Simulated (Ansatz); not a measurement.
## AlPt3N (built on the sites of a database entry of InNi3N): following an unstable mode

Wanted: the energy along a soft mode of AlPt3N (built on the sites of a database entry of InNi3N) and the structure at the end.

Main program and level: Ansatz 0.2.0; DFT RPBE, scalar-relativistic, plane waves, PAW.

The structure was built from a prototype and need not be the compound's stable phase.

### 1. Starting point

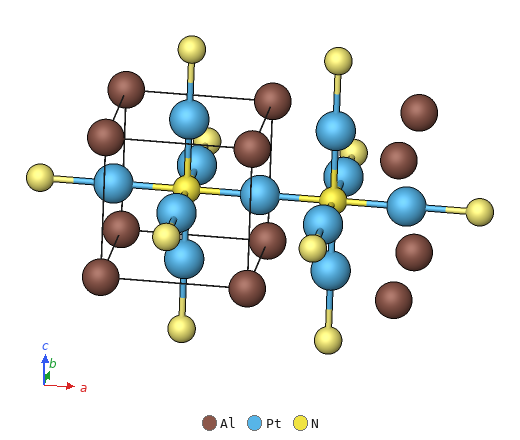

The starting structure, seen slightly off an axis (aluminium brown, platinum blue, nitrogen yellow). 2×1×1 cells are drawn. Some periodic images of atoms are drawn too.

### 2. Response at finite wavevector

The cell comes from relaxations at this level that are not shown. Stability and thermal properties need the whole zone. Linear response on a 4×4×4 q mesh gives force constants as far as a supercell of that size would.

The input, input.yaml:

```yaml
crystal:
  lattice:
    - [4.2086436197, 0.0, 0.0]
    - [0.0, 4.2086436197, 0.0]
    - [0.0, 0.0, 4.2086436197]
  atoms:
    - { symbol: Al, position: [0.0, 0.0, 0.0] }
    - { symbol: Pt, position: [0.5, 0.5, 0.0] }
    - { symbol: Pt, position: [0.5, 0.0, 0.5] }
    - { symbol: Pt, position: [0.0, 0.5, 0.5] }
    - { symbol: "N", position: [0.5, 0.5, 0.5] }
kpoints:
  mp_grid: { grid: [8, 8, 8] }
hamiltonian:
  xc: rpbe
scf:
  occupations: { method: methfessel_paxton, width: 0.2 }
output:
  eigenvalues: true
phonons:
  method: dfpt
  qmesh: [4, 4, 4]
  temperatures: { t_max: 1000, t_step: 50 }
  qpath:
    path:
      - [[0.0, 0.0, 0.0], [0.0, 0.5, 0.0], [0.5, 0.5, 0.0], [0.0, 0.0, 0.0], [0.5, 0.5, 0.5], [0.0, 0.5, 0.0]]
      - [[0.5, 0.5, 0.5], [0.5, 0.5, 0.0]]
    npoints: 10
```

Launch:

```console
> ansatz run input.yaml --threads 8 --pin off --max-ram 14336MiB --backend cpu --events-out ev --progress --plain --runs-dir out
```

Numbers of over 12 decimals in the logs are rounded to 6 here.

The log of the run:

```text
Engine: ansatz 0.2.0, aarch64-unknown-linux-gnu
Pseudopotentials: kind: paw
Pseudopotential: Al, paw, valence charge 3, recommended cutoff 420 eV (normal), Al.paw.azcp
Pseudopotential: Pt, paw, valence charge 18, recommended cutoff 420 eV (normal), Pt.paw.azcp
Pseudopotential: N, paw, valence charge 5, recommended cutoff 420 eV (normal), N.paw.azcp
Functional definition: RPBE
  parameter kappa = 0.804
  parameter beta = 0.066725
  exchange = rpbe_x(kappa = kappa, mu = beta*pi^2/3)
  correlation = pbe_c(beta = beta)
Crystal: 5 atoms, lattice volume = 74.546 Å³
Basis set: ecut = 420 eV, 1419 PW (Γ), exchange–correlation on 60×60×60 points (8 copies of the dense FFT grid, shifted against one another)
Bands: 38, of which v1, the nominal top of the filled ones, is band 31 counted from 1 (30 counted from 0)
Symmetry: 48 space group operations
k-points: 35 of 512
Non-local potential: Al, projectors of the file, l = 0: 2, l = 1: 2, l = 2: 1
Non-local potential: Pt, projectors of the file, l = 0: 3, l = 1: 2, l = 2: 2, l = 3: 1
Non-local potential: N, projectors of the file, l = 0: 2, l = 1: 2, l = 2: 1
PAW form: soft (Blöchl's): semilocal exchange-correlation on the pseudo side does not see the compensation charge
PAW frozen core: Al, regenerated for the run's functional, and the local potential with it (the file was generated under x = pbe(κ = 0.804, μ = 0.219515), c = pbe(β = 0.066725))
PAW frozen core: Pt, regenerated for the run's functional, and the local potential with it (the file was generated under x = pbe(κ = 0.804, μ = 0.219515), c = pbe(β = 0.066725))
PAW frozen core: N, regenerated for the run's functional, and the local potential with it (the file was generated under x = pbe(κ = 0.804, μ = 0.219515), c = pbe(β = 0.066725))
PAW one-centre angular grid: Al, 110 points (default); XC on 64 Gauss nodes
PAW one-centre angular grid: Pt, 590 points (default); XC on 64 Gauss nodes
PAW one-centre angular grid: N, 110 points (default); XC on 64 Gauss nodes
Initial density: superposition of atomic densities (neutral atoms: chi_scale 0, normalization atom), corrected by the library's trained network
Initial wavefunctions: pseudopotential atomic-orbital guess
Functional: x = rpbe, c = pbe(β = 0.066725)
SCF iter   1: F=—  HF=-38534.590149 eV  |F-HF|=—  |Δ(HF+E_count)|=         —  Δρ=1.18e-2  dr2=1.34e-1  ethr=1.77e-3  ⟨swp⟩=5.3  Hψ=4622  notcnv=0
preconditioner: auto → Kerker (q_TF=auto, 2.646 Å⁻¹)  [metal: Δε(μ)=0.060 eV  Ē_g=8.046 eV  σ=0.200 eV  W_gap=0.24  n_scr=26 (ndim 8)  ℏωp=26.5 eV  f_vac=0.000  D(μ)=1.99/eV (n_scr^D=18)]
SCF iter   2: F=—  HF=-38534.571293 eV  |F-HF|=—  |Δ(HF+E_count)|=   1.89e-2  S|Δr|=    0.00e0  Δρ=6.19e-3  dr2=4.36e-2  ethr=2.17e-4  ⟨swp⟩=1.0  Hψ=1610  notcnv=0
SCF iter   3: F=—  HF=-38534.561945 eV  |F-HF|=—  |Δ(HF+E_count)|=   9.35e-3  S|Δr|=    0.00e0  Δρ=1.26e-3  dr2=2.98e-3  ethr=7.04e-5  ⟨swp⟩=2.1  Hψ=1667  notcnv=0
SCF iter   4: F=—  HF=-38534.560841 eV  |F-HF|=—  |Δ(HF+E_count)|=   1.10e-3  S|Δr|=    0.00e0  Δρ=3.53e-4  dr2=1.09e-4  ethr=4.80e-6  ⟨swp⟩=2.0  Hψ=1663  notcnv=0
SCF iter   5: F=—  HF=-38534.560800 eV  |F-HF|=—  |Δ(HF+E_count)|=   4.14e-5  S|Δr|=    0.00e0  Δρ=5.98e-5  dr2=3.24e-6  ethr=1.76e-7  ⟨swp⟩=2.0  Hψ=1751  notcnv=0
SCF iter   6: F=—  HF=-38534.560793 eV  |F-HF|=—  |Δ(HF+E_count)|=   6.36e-6  S|Δr|=    0.00e0  Δρ=1.33e-5  dr2=1.31e-7  ethr=5.23e-9  ⟨swp⟩=2.5  Hψ=1937  notcnv=0
SCF iter   7: F=—  HF=-38534.560793 eV  |F-HF|=—  |Δ(HF+E_count)|=   2.31e-9  S|Δr|=    0.00e0  Δρ=2.66e-6  dr2=5.41e-9  ethr=2.11e-10  ⟨swp⟩=2.2  Hψ=1952  notcnv=0
SCF iter   8: F=—  HF=-38534.560793 eV  |F-HF|=—  |Δ(HF+E_count)|=  6.84e-10  S|Δr|=    0.00e0  Δρ=6.17e-7  dr2=2.67e-10  ethr=8.73e-12  ⟨swp⟩=2.0  Hψ=1694  notcnv=0
SCF iter   9: F=—  HF=-38534.560793 eV  |F-HF|=—  |Δ(HF+E_count)|=  4.37e-11  S|Δr|=    0.00e0  Δρ=1.38e-7  dr2=1.81e-11  ethr=1.00e-12  ⟨swp⟩=2.0  Hψ=2020  notcnv=0
SCF iter  10: F=-38534.560793 eV  HF=-38534.560793 eV  |F-HF|=7.28e-12  |Δ(HF+E_count)|=    0.00e0  S|Δr|=    0.00e0  Δρ=3.13e-8  dr2=7.58e-13  ethr=1.00e-12  ⟨swp⟩=8.7  Hψ=5453  notcnv=0
SCF 1 converged in 10 iterations: F = -38534.560793 eV  dr2 = 7.58e-13
  greatest PAW one-centre occupation: 1.000 electrons in one spin orbital (limit 2), on the Pt atom at site 3 (counted from 0), in its partial waves of l = 0
Initial density: read from a saved state, or passed on in memory by an earlier SCF of this step, an earlier step, the calling program or the single point that the run made first
iter 1 solved again at ethr=7.59e-8 eV; its pass at ethr=3.10e-3 eV (dr2=4.70e-5 eV) is discarded
SCF iter   1: F=—  HF=-38534.560796 eV  |F-HF|=—  |Δ(HF+E_count)|=         —  Δρ=5.36e-7  dr2=1.82e-10  ethr=7.59e-8  ⟨swp⟩=3.0  Hψ=7794  notcnv=0
eigensolver tolerance schedule: the retry pair's looser diagonalisation over-reported the residual by 258342.31 of it (diagonalisation noise at an unbounded share of the residual, at the tolerance the schedule requests for it); recorded, not acted on — ethr = c·dr2/N_el stays at c = 1.0e-1
preconditioner: auto → Kerker (q_TF=auto, 2.646 Å⁻¹)  [metal: Δε(μ)=0.009 eV  Ē_g=7.998 eV  σ=0.200 eV  W_gap=0.04  n_scr=26 (ndim 8)  ℏωp=26.5 eV  f_vac=0.000  D(μ)=2.30/eV (n_scr^D=18)]
SCF iter   2: F=—  HF=-38534.560793 eV  |F-HF|=—  |Δ(HF+E_count)|=   2.85e-6  S|Δr|=    0.00e0  Δρ=2.77e-7  dr2=4.02e-11  ethr=1.00e-12  ⟨swp⟩=3.1  Hψ=3353  notcnv=0
SCF iter   3: F=—  HF=-38534.560793 eV  |F-HF|=—  |Δ(HF+E_count)|=    0.00e0  S|Δr|=    0.00e0  Δρ=1.81e-7  dr2=1.71e-11  ethr=1.00e-12  ⟨swp⟩=3.3  Hψ=3107  notcnv=0
SCF iter   4: F=-38534.560793 eV  HF=-38534.560793 eV  |F-HF|=7.28e-12  |Δ(HF+E_count)|=  1.46e-11  S|Δr|=    0.00e0  Δρ=6.33e-8  dr2=2.19e-12  ethr=1.00e-12  ⟨swp⟩=2.0  Hψ=2559  notcnv=0
SCF 2 converged in 4 iterations: F = -38534.560793 eV  dr2 = 2.19e-12
  greatest PAW one-centre occupation: 1.000 electrons in one spin orbital (limit 2), on the Pt atom at site 2 (counted from 0), in its partial waves of l = 0
phonons: the bands overlap, so this run is a metal and interpolates without the dipole-dipole term. If the crystal is really an insulator or semiconductor, its LO-TO splitting is missing
NSCF: frozen V_eff on 35 k-points
NSCF: frozen V_eff on 125 k-points
DFPT response loops at q = (0, 0, 0) (fractional): preconditioner auto → Kerker (q_TF=auto, 2.646 Å⁻¹) (partly filled bands, converged f_vac=0.000); β = 1.00, the filter's whole step (`scf.mixing.beta` (0.50) is not read by the response loops under this deck's `scf.mixing.preconditioner`; to damp them name `kerker` or `kerker_dos`, under which they read `scf.mixing.beta`, and type it under 1.00, their step now; both keys bind the ground state too); Broyden in place of MSR1
NSCF: frozen V_eff on 400 k-points
DFPT response loops at q = (0, 0, 0.25) (fractional): mixed as the last ones told, above
NSCF: frozen V_eff on 250 k-points
DFPT response loops at q = (0, 0, -0.5) (fractional): mixed as the last ones told, above
NSCF: frozen V_eff on 640 k-points
DFPT response loops at q = (0, 0.25, 0.25) (fractional): mixed as the last ones told, above
NSCF: frozen V_eff on 400 k-points
DFPT response loops at q = (0, 0.25, -0.5) (fractional): mixed as the last ones told, above
NSCF: frozen V_eff on 250 k-points
DFPT response loops at q = (0, -0.5, -0.5) (fractional): mixed as the last ones told, above
NSCF: frozen V_eff on 1024 k-points
DFPT response loops at q = (0.25, 0.25, 0.25) (fractional): mixed as the last ones told, above
NSCF: frozen V_eff on 640 k-points
DFPT response loops at q = (0.25, 0.25, -0.5) (fractional): mixed as the last ones told, above
NSCF: frozen V_eff on 400 k-points
DFPT response loops at q = (0.25, -0.5, -0.5) (fractional): mixed as the last ones told, above
NSCF: frozen V_eff on 250 k-points
DFPT response loops at q = (-0.5, -0.5, -0.5) (fractional): mixed as the last ones told, above
SCF converged after 10 iterations
Stability not checked: this state was not tested for a lower state beside it, because cold or Methfessel-Paxton smearing, or corrected tetrahedra, fill the levels in a way that the test cannot read (fill_not_monotonic; see scf.lower_state_search)
Free energy (F): -38534.560793 eV
Harris-Foulkes:  -38534.560793 eV  (|F-HF|=7.28e-12)
Internal energy: -38534.564823 eV  (E = F + TS)
E sigma→0 (E₀):  -38534.561801 eV
Entropy (-TS):   0.004029 eV (0.806 meV/atom)
Fermi energy:    17.156097 eV
--- Per-component energies (eV) ---
  E_band       = -656.477069
  E_kinetic    = 2066.612846
  E_local      = -6712.338255  (includes V_loc(G=0)·N_el)
  E_nonlocal   = 654.710634
  E_hartree    = 2614.765977
  E_xc         = -883.352198
  E_vxc        = -1009.861124  (∫ρ·V_xc dr)
  E_paw        = -29001.949857  (= ΣΔE_a)
  E_vpaw       = -885.133882  (= ΣTr[D̂ρ^β])
  E_aug_tail   = 0.000732  (compensation charges beyond the density's cutoff)
  E_ewald      = -7272.867186
  E_core_change = -0.147516  (= ΣΔE_core)
  E_smearing   = 0.004029  (= −TS)
  E_closure    = -0.000000  (closes the sum)
  Σ components = -38534.560793   (vs F -38534.560793, Δ=0.00e0)
--- Band table (eV; the first three rows and the last of 35) ---
  k-point 0: bands = [... 27 lower, 16.3705, 16.4006, 16.4006, 16.4006, 17.9790, 17.9790, 17.9790, 18.4345, ... 3 higher]
  k-point 1: bands = [... 27 lower, 16.2471, 16.3249, 16.3249, 16.4009, 17.6208, 18.2945, 18.2945, 18.5615, ... 3 higher]
  k-point 2: bands = [... 27 lower, 15.8916, 16.1711, 16.1711, 16.4016, 17.5610, 18.5789, 19.0912, 19.0912, ... 3 higher]
  k-point 34: bands = [... 27 lower, 15.0251, 16.2060, 16.2060, 16.2060, 17.9177, 17.9177, 17.9177, 18.4578, ... 3 higher]
--- Phonons (Γ-DFPT): 4 representative perturbations + reference (Σ response iterations 14) ---
  ASR residual: 5.603e-5 → 0.000e0 eV/Å²; symmetrization residual: 4.174e-6 eV/Å²
  ASR residual per site (eV/Å²): 3.48e-5 2.54e-5 2.54e-5 2.54e-5 5.60e-5
  Γ frequencies (cm⁻¹): -139.68 -139.68 -139.68 -96.30 -96.30 -96.30 0.00 0.00 0.00 61.61 61.61 61.61 271.18 271.18 271.18
--- Phonons (arbitrary-q DFPT): 10 irreducible q on the 4×4×4 mesh ---
  q = [0.0000, 0.0000, 0.0000] (star 1, of the zone-centre solve; hermiticity 5.94e-7, symmetrization 9.29e-13): -139.68 -139.68 -139.68 -96.30 -96.30 -96.30 -0.00 -0.00 0.00 61.61 61.61 61.61 271.18 271.18 271.18
  q = [0.0000, 0.0000, 0.2500] (star 6, 9 solved perturbations in 1560 linear systems a pass and spin channel, the states on 200 of 512 k-point pairs; hermiticity 6.47e-7, symmetrization 3.27e-13): -126.50 -126.50 -86.06 -86.06 -84.67 -34.61 -22.49 -22.49 62.55 62.55 99.22 125.07 279.74 279.74 400.61
  q = [0.0000, 0.0000, -0.5000] (star 3, 9 solved perturbations in 975 linear systems a pass and spin channel, the states on 125 of 512 k-point pairs; hermiticity 5.89e-7, symmetrization 1.13e-12): -105.66 -105.66 -83.36 -69.51 -69.51 -32.25 -32.25 46.42 62.97 62.97 139.09 158.71 290.00 290.00 513.28
  q = [0.0000, 0.2500, 0.2500] (star 12, 9 solved perturbations in 2460 linear systems a pass and spin channel, the states on 320 of 512 k-point pairs; hermiticity 6.41e-7, symmetrization 1.91e-13): -109.18 -88.86 -83.94 -69.73 -68.87 -39.43 11.49 54.52 69.74 106.63 109.37 142.04 288.61 394.83 395.49
  q = [0.0000, 0.2500, -0.5000] (star 12, 15 solved perturbations on 200 of 512 k-point pairs; hermiticity 5.86e-7, symmetrization 4.71e-14): -93.84 -81.80 -67.77 -65.50 -53.05 -52.71 64.46 76.89 79.52 88.51 125.62 158.63 299.51 385.07 503.08
  q = [0.0000, -0.5000, -0.5000] (star 3, 9 solved perturbations in 975 linear systems a pass and spin channel, the states on 125 of 512 k-point pairs; hermiticity 4.70e-7, symmetrization 1.41e-13): -73.48 -67.66 -67.66 -67.55 -66.97 -66.97 81.11 85.84 86.35 86.35 119.34 161.79 307.96 491.96 491.96
  q = [0.2500, 0.2500, 0.2500] (star 8, 4 solved perturbations in 1376 linear systems a pass and spin channel, the states on 512 of 512 k-point pairs; hermiticity 3.19e-7, symmetrization 5.15e-13): -93.08 -84.51 -84.51 -49.80 -49.80 18.31 57.83 57.83 98.14 98.14 116.30 155.98 383.50 383.50 394.66
  q = [0.2500, 0.2500, -0.5000] (star 12, 9 solved perturbations in 2460 linear systems a pass and spin channel, the states on 320 of 512 k-point pairs; hermiticity 3.11e-7, symmetrization 5.49e-13): -86.78 -82.33 -63.30 -25.75 -25.65 59.84 67.96 84.67 85.80 88.49 111.48 165.96 372.70 384.35 497.67
  q = [0.2500, -0.5000, -0.5000] (star 6, 9 solved perturbations in 1560 linear systems a pass and spin channel, the states on 200 of 512 k-point pairs; hermiticity 4.00e-7, symmetrization 1.52e-13): -73.02 -73.02 -66.71 32.29 32.29 48.73 70.29 70.29 86.17 89.53 119.37 176.79 380.58 492.83 492.83
  q = [-0.5000, -0.5000, -0.5000] (star 1, 4 solved perturbations in 350 linear systems a pass and spin channel, the states on 125 of 512 k-point pairs; hermiticity 3.53e-7, symmetrization 1.40e-12): -65.74 -65.74 -65.74 -27.91 -27.91 -27.91 83.84 83.84 83.84 120.36 120.36 190.16 489.36 489.36 489.36
  sum rule: each row above includes the acoustic sum rule's correction from the zone centre's row sums; it moved no ω² by more than (1.04 cm⁻¹)²
  mesh force constants: q→R imaginary residual 5.76e-19; ASR residual 5.603e-5 → 0.000e0 eV/Å²; symmetrization residual 1.599e-14 eV/Å²
  interpolated dispersion: 62 rows × 15 modes
  density of states and harmonic sums: on the 16×16×16 q-mesh, interpolated from the force constants of a 4×4×4 supercell (no non-analytic term)
  largest difference from the sums on the solved wave vectors: F 4.08e-2 eV, S 5.29e-5 and C_V 1.44e-5 eV/K
  zero-point energy: 0.107808 eV/cell   skipped modes (ω ≤ 0): 931, of them read as no rigid motion or as one in doubt: 928 (5.546e0 modes/cell left out, lowest -139.68 cm⁻¹)   left out of the sums: 3.70e-1 of the cell's modes: C_V's classical limit lies that fraction below 3 k_B per atom; for a crystal, a wire or a layer, F and S can be off by more, and a phonons.interpolated_qmesh denser along its periods is the remedy for the sampling
```

The job ended after 8.5 min (8 threads of Arm Neoverse V2, shared host; peak memory 3.2 GiB).

The column dr2 measures how far the density is from self-consistency, as an energy; F and HF (Harris–Foulkes) agree once it is small.

Numbers from this step:

| Item | Value |
| --- | --- |
| volume per atom | 14.91 Å³ |
| gap on the k-mesh | 0 eV |
| sum-rule residual before enforcement | 5.60e-5 eV/Å² |
| lowest frequency on the path | -139.7 cm⁻¹ |
| point group | m-3m |
| highest frequency on the path or at a solved wavevector | 513.3 cm⁻¹ |
| highest optical mode at the zone centre (no LO-TO term) | 271.2 cm⁻¹ |
| lowest optical zone-centre mode | -139.7 cm⁻¹ |
| lowest mode on the q mesh (acoustic modes at Γ apart) | -139.7 cm⁻¹ |

Frequencies (cm⁻¹) solved at each irreducible wavevector; negative means imaginary. Frequencies by wavevector, by row:

```csv
q in reciprocal lattice units,star,mode 1,mode 2,mode 3,mode 4,mode 13,mode 14,mode 15
0 0 0,1,-139.7,-139.7,-139.7,-96.3,271.2,271.2,271.2
0 0 0.25,6,-126.5,-126.5,-86.1,-86.1,279.7,279.7,400.6
0 0 -0.5,3,-105.7,-105.7,-83.4,-69.5,290,290,513.3
0 0.25 0.25,12,-109.2,-88.9,-83.9,-69.7,288.6,394.8,395.5
0 0.25 -0.5,12,-93.8,-81.8,-67.8,-65.5,299.5,385.1,503.1
0 -0.5 -0.5,3,-73.5,-67.7,-67.7,-67.5,308,492,492
0.25 0.25 0.25,8,-93.1,-84.5,-84.5,-49.8,383.5,383.5,394.7
0.25 0.25 -0.5,12,-86.8,-82.3,-63.3,-25.8,372.7,384.4,497.7
0.25 -0.5 -0.5,6,-73,-73,-66.7,32.3,380.6,492.8,492.8
-0.5 -0.5 -0.5,1,-65.7,-65.7,-65.7,-27.9,489.4,489.4,489.4
```

Interpolated from a 4×4×4 q mesh. The phonon branches at the labelled points (cm⁻¹):

```csv
point,branch 1,branch 2,branch 3,branch 4,branch 12,branch 13,branch 14,branch 15
Γ,-140,-140,-140,-96,62,271,271,271
X,-106,-106,-83,-70,159,290,290,513
M,-74,-68,-68,-68,162,308,492,492
Γ,-140,-140,-140,-96,62,271,271,271
R,-66,-66,-66,-28,190,489,489,489
X,-106,-106,-83,-70,159,290,290,513
jump to R,-66,-66,-66,-28,190,489,489,489
M,-74,-68,-68,-68,162,308,492,492
```

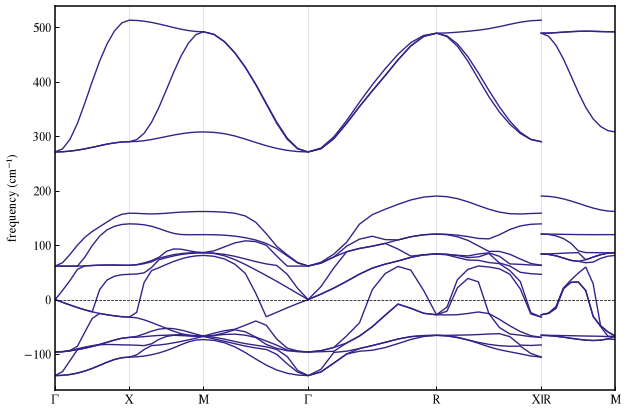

Phonon branches along the path.

Symmetry leaves 10 wavevectors to solve. The lowest mode among them, the acoustic zeros apart, lies at Γ and is imaginary, 139.7i cm⁻¹, so the energy falls along it.

### 3. The mode frozen in, largest atomic shift 0 Å

The mode followed lies at q = (0, 0, -0.5) with frequency 105.7i cm⁻¹ and is 2-fold degenerate, one of the unstable modes though not the softest. At small amplitude the distorted cell has space group no. 11 by a symmetry search on the positions. The undistorted cell that holds it gives the zero of energy on the same k mesh.

System of this step: AlPt3N (built on the sites of a database entry of InNi3N). It takes space group Pm-3m (No. 221, cubic). The conventional cell has a = 4.209 Å, b = 4.209 Å, c = 4.209 Å, α = 90.00°, β = 90.00°, γ = 90.00°. Nearest to Al lie 12 Pt at 2.98 Å. Pt has 2 N at 2.10 Å nearest. N has 6 Pt at 2.10 Å nearest. Farther neighbours and most contacts between anions are not listed.

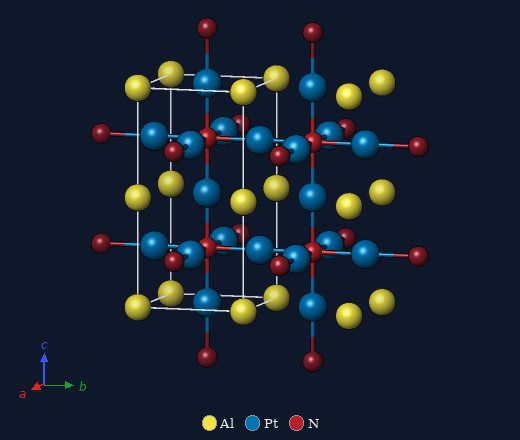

The cell of this step (aluminium yellow, platinum blue, nitrogen red). 1×2×1 cells are drawn. Some periodic images of atoms are drawn too.

The input, input.yaml:

```yaml
crystal:
  lattice:
    - [4.2086436197, 0.0, 0.0]
    - [0.0, 4.2086436197, 0.0]
    - [0.0, 0.0, 8.4172872394]
  atoms:
    - { symbol: Al, position: [0.0, 0.0, 0.0] }
    - { symbol: Al, position: [0.0, 0.0, 0.5] }
    - { symbol: Pt, position: [0.5, 0.5, 0.5] }
    - { symbol: Pt, position: [0.5, 0.5, 0.0] }
    - { symbol: Pt, position: [0.5, 0.0, 0.25] }
    - { symbol: Pt, position: [0.5, 0.0, 0.75] }
    - { symbol: Pt, position: [0.0, 0.5, 0.25] }
    - { symbol: Pt, position: [0.0, 0.5, 0.75] }
    - { symbol: "N", position: [0.5, 0.5, 0.25] }
    - { symbol: "N", position: [0.5, 0.5, 0.75] }
kpoints:
  mp_grid: { grid: [8, 8, 4] }
hamiltonian:
  xc: rpbe
scf:
  occupations: { method: methfessel_paxton, width: 0.2 }
output:
  forces: true
  stress: true
  eigenvalues: true
```

The log of the run:

```text
[...]
Crystal: 10 atoms, lattice volume = 149.093 Å³
Basis set: ecut = 420 eV, 2881 PW (Γ), exchange–correlation on 60×60×120 points (8 copies of the dense FFT grid, shifted against one another)
Bands: 75, of which v1, the nominal top of the filled ones, is band 62 counted from 1 (61 counted from 0)
Symmetry: 32 space group operations
[...]
k-points: 45 of 256
[...]
k-point 0: bands = [... 58 lower, 16.4006, 16.4006, 16.4006, 16.4026, 17.9790, 17.9790, 17.9790, 18.0116, ... 9 higher]
  k-point 1: bands = [... 58 lower, 16.3249, 16.3249, 16.4009, 16.4023, 17.6208, 17.7824, 18.2945, 18.2945, ... 9 higher]
  k-point 2: bands = [... 58 lower, 16.1711, 16.1711, 16.4016, 16.4016, 17.5610, 17.5610, 18.5789, 18.5789, ... 9 higher]
  k-point 44: bands = [... 58 lower, 16.6851, 16.6851, 16.6851, 16.6851, 17.0981, 17.0981, 19.1976, 19.1976, ... 9 higher]
[key lines of the parts left out:]
SCF converged after 7 iterations
Free energy (F): -77069.121586 eV
Fermi energy:    17.156107 eV
P = ⅓ Tr σ = -0.0003 GPa (-0.003 kbar)
```

Run time: 3.4 s. Hardware: 8 threads; peak memory 0.93 GiB.

Numbers from this step:

| Item | Value |
| --- | --- |
| pressure | -2.83e-4 GPa |
| energy from the undistorted cell | 0 meV/atom |

The run ends at a pressure of 0.00 GPa.

(Continued in part 2 of 3.)

[Logs are printed without paths, hosts, clocks, repeated set-up lines and the standing remarks that a program may print on its own settings, such as how far it seeks lower states.]

[Hosts, paths, dates, database ids (printed as entryN), source tags and the programs' standing remarks are cut or masked in the printed files.]
